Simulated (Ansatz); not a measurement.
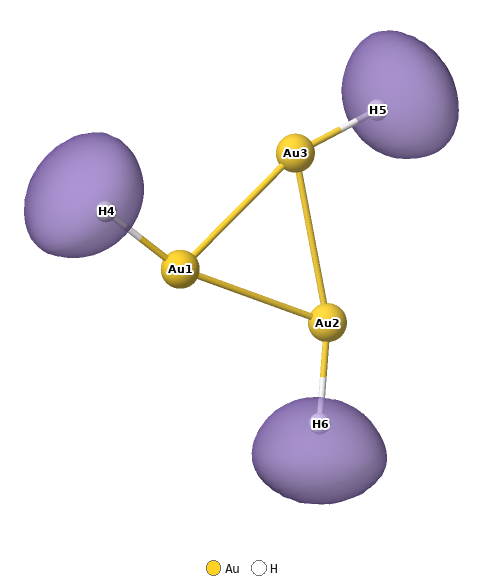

Figure. Au$_{3}$H$_{3}$. Isosurface of the ELF at 0.8 (purple), seen at a tilt. Core shells and regions of very low density are left out.

Geometry: PBE-D4/def2-TZVP; core potentials replace the inner electrons of Au.

The calculation used RKS PBE0-D4/def2-TZVP (Ansatz 0.2.0).

The calculation's input:

```
crystal:
  periodic: [false, false, false]
  atoms:
    - {symbol: Au, position_ang: [-0.035527, -1.548224, 0.068467]}
    - {symbol: Au, position_ang: [-1.322077, 0.801718, -0.108187]}
    - {symbol: Au, position_ang: [1.358122, 0.746509, 0.039723]}
    - {symbol: H, position_ang: [1.082663, -2.644015, 0.178573]}
    - {symbol: H, position_ang: [1.748863, 2.265794, -0.007838]}
    - {symbol: H, position_ang: [-2.832044, 0.378228, -0.170739]}
basis:
  gaussian: {orbitals: def2-TZVP, initial_orbitals: start.molden}
hamiltonian: {xc: pbe0, dispersion: d4}
scf: {omitted_lower_state_checks: [starts]}
output: {orbitals: {seedname: orbitals}}
```

Command:

```sh
ansatz run in.yaml --threads 2 --pin off --events-out ev --progress --plain --max-ram 4352MiB
```

### Describe the localisation domains.

The ELF exceeds this value in three regions around hydrogen nuclei. Profiles from the grid: Au–Au (2.68 Å): the ELF is about 0.25 at the midpoint. Au–H (1.57 Å): the ELF climbs to about 1 towards the hydrogen.
